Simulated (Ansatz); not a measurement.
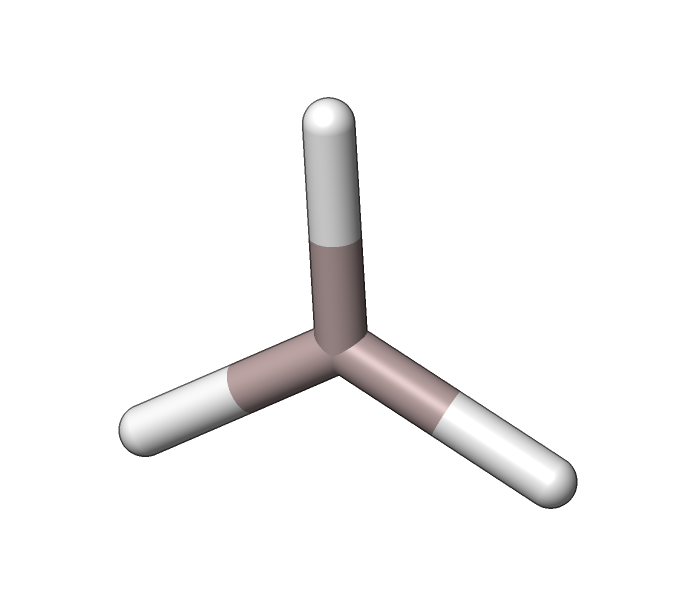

Rendered structure (stick style). Every bond is drawn as one stick, whatever its order. Colours: aluminium light grey, hydrogen white.

**What is the molecular formula?**

AlH₃, 4 atoms: 1 aluminium and 3 hydrogen.

**Give the symmetry (Schoenflies symbol).**

D3h.

**How many sets of symmetry-equivalent atoms are there?**

2: 1 Al, 3 H.

More results for the same structure follow; atom numbers are the same in all pictures, views and colours differ. The geometry was computed by an optimisation with PBE0-D4/def2-TZVP.

**Geometry**

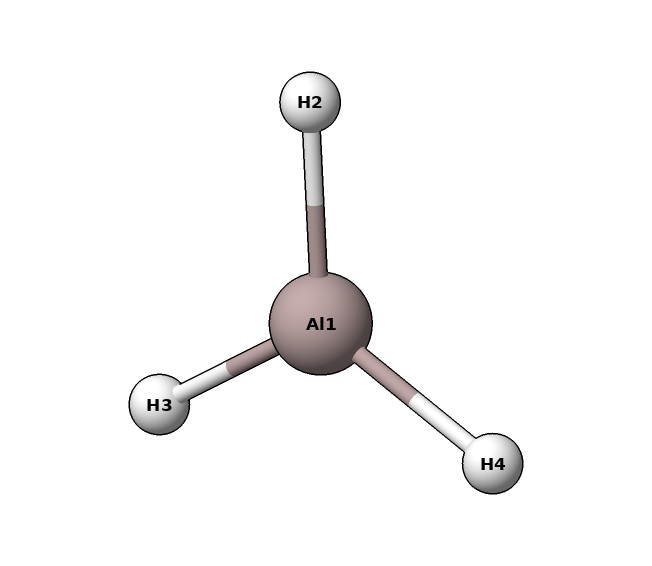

Atoms carry their numbers in the input.

Give these bond angles: H2–Al1–H3.

```
    angle  degrees
H2–Al1–H3    120.0
```

**Charges**

The questions are on Mulliken charges. Method: RKS PBE0-D4/def2-TZVP (Ansatz 0.2.0).

Give the Mulliken charges atom by atom.

```tsv
atom	value (e)
Al1	0.31
H2	−0.10
H3	−0.10
H4	−0.10
```

**Electronic properties**

Method: RKS PBE0-D4/def2-TZVPP (Ansatz 0.2.0).

What does the calculation give?

- HOMO energy (Kohn–Sham orbital): −8.58 eV
- LUMO energy (Kohn–Sham orbital): −1.75 eV
- HOMO–LUMO gap: 6.82 eV

**Thermal motion**

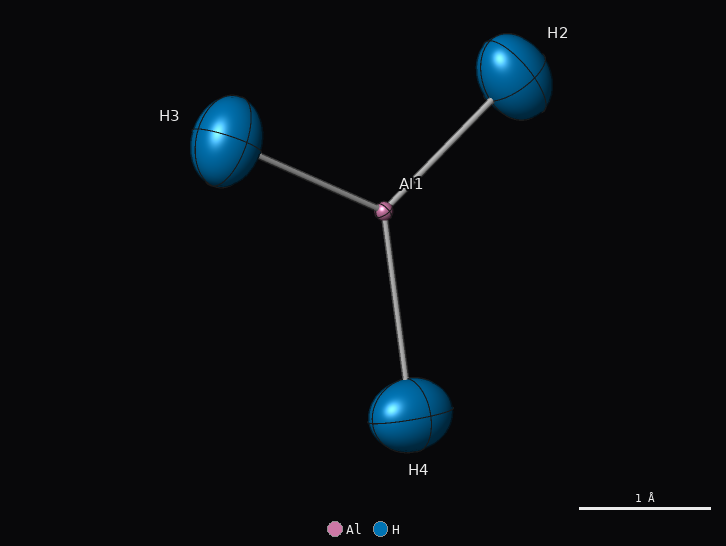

Displacement ellipsoids at the 50 % level, enlarged 2 times, from the internal vibrations of the free molecule (harmonic, no overall translation or rotation; no half-axis is drawn under 0.075 Å). Vibrations computed with RKS PBE0-D4/def2-TZVP (Ansatz 0.2.0). Temperature: 200 K.

**Which atom moves most?**

H2, H3, H4, with U_eq = 0.0097 Å².

Give the displacement parameters, one line for each set of equivalent atoms.

```tsv
atom	U_eq (Å²)	rms amplitudes (Å)
Al1	0.00007	0.007, 0.007, 0.010
H2, H3, H4	0.0097	0.085, 0.092, 0.116
```

Mulliken values depend strongly on the basis set and can even reverse the polarity of a bond.
